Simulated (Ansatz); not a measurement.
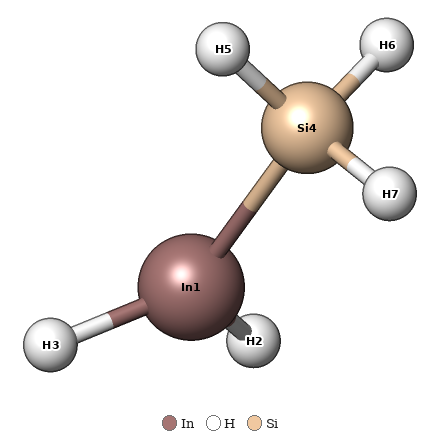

The system is H₅InSi with the probe HF; the picture shows it without the atoms that are moved over the map. The probe is moved over a plane parallel to the molecule's main plane, 3.51 Å above it. Coordinates scanned: (1) x of the probe's H atom; (2) y of the probe's H atom. Nothing is relaxed (molecule and probe rigid, the probe upright with H nearest the plane). Grid: 15 × 13 points. Energies: kJ/mol, counted from the lowest grid point. All numbers below come from RKS PBE-D4/def2-SVPD in Ansatz 0.2.0.

Range: x of the probe's H atom from −3.57 to 3.57 Å; y of the probe's H atom from −3.06 to 3.06 Å.

### What will the energy surface look like?

The lowest grid point is at x of the probe's H atom = 1.53 Å, y of the probe's H atom = 0.00 Å. The bottom of the well lies between grid points, at about x of the probe's H atom = 1.77 Å, y of the probe's H atom = 0.00 Å, about 0.24 kJ/mol lower on the interpolated surface. The highest grid point, x of the probe's H atom = −1.53 Å, y of the probe's H atom = 0.00 Å, lies 14.7 kJ/mol above the lowest. Near the minimum the curvatures are about 0.082 and 0.095 eV/Å² along the soft and the stiff direction.

```csv
"y of the probe's H atom ↓, x of the probe's H atom →",−3.57,−3.06,−2.55,−2.04,−1.53,−1.02,−0.51,0.00,0.51,1.02,1.53,2.04,2.55,3.06,3.57
3.06,7.6,7.6,7.7,7.9,8.2,8.5,8.6,8.5,8.4,8.1,8.0,7.9,7.9,8.1,8.2
2.55,7.6,7.6,7.8,8.1,8.5,8.8,8.8,8.5,8.1,7.6,7.3,7.2,7.3,7.5,7.8
2.04,7.7,7.9,8.3,8.9,9.4,9.5,9.2,8.5,7.6,6.8,6.3,6.1,6.3,6.8,7.3
1.53,8.2,8.6,9.4,10.2,10.8,10.7,9.8,8.5,6.9,5.6,4.8,4.6,5.1,5.8,6.7
1.02,8.8,9.6,10.8,12.0,12.5,12.1,10.6,8.4,6.1,4.1,3.0,2.9,3.7,4.8,6.0
0.51,9.4,10.6,12.1,13.5,14.1,13.3,11.1,8.2,5.2,2.6,1.0,1.0,2.3,4.0,5.5
0.00,9.6,11.0,12.6,14.2,14.7,13.7,11.3,8.1,4.8,1.9,0.0,0.0,1.7,3.7,5.3
−0.51,9.4,10.6,12.1,13.5,14.1,13.3,11.1,8.2,5.2,2.6,0.9,0.9,2.3,4.0,5.5
−1.02,8.8,9.6,10.8,12.0,12.5,12.1,10.5,8.3,6.0,4.1,2.9,2.8,3.6,4.8,6.0
−1.53,8.2,8.6,9.4,10.2,10.8,10.7,9.8,8.4,6.9,5.6,4.7,4.6,5.0,5.8,6.7
−2.04,7.7,7.9,8.3,8.9,9.4,9.5,9.2,8.5,7.6,6.8,6.2,6.1,6.3,6.7,7.3
−2.55,7.6,7.6,7.8,8.1,8.5,8.8,8.8,8.5,8.1,7.6,7.3,7.2,7.2,7.5,7.8
−3.06,7.6,7.6,7.7,7.9,8.2,8.5,8.6,8.5,8.3,8.1,8.0,7.9,7.9,8.1,8.2
```

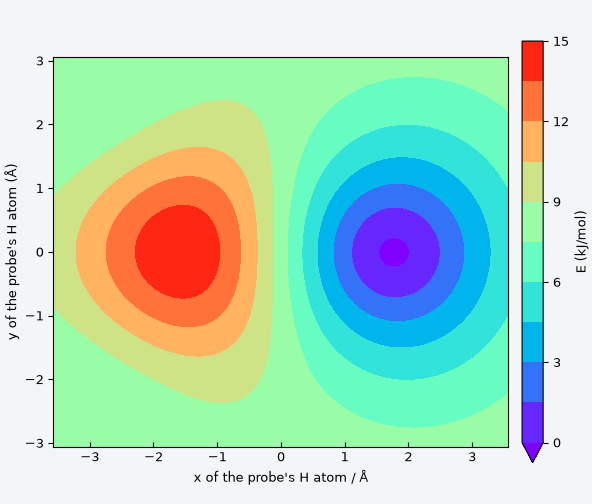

Drawn: filled contours. Between grid points the surface is interpolated.

Each point was launched as `ansatz run input.yaml --threads 1 --pin off --max-ram 2560MiB --backend cpu --events-out ev --progress --plain --runs-dir out`. The whole map (195 points run) took 15 min on 1 thread of Arm Neoverse V1, with other jobs on the host.
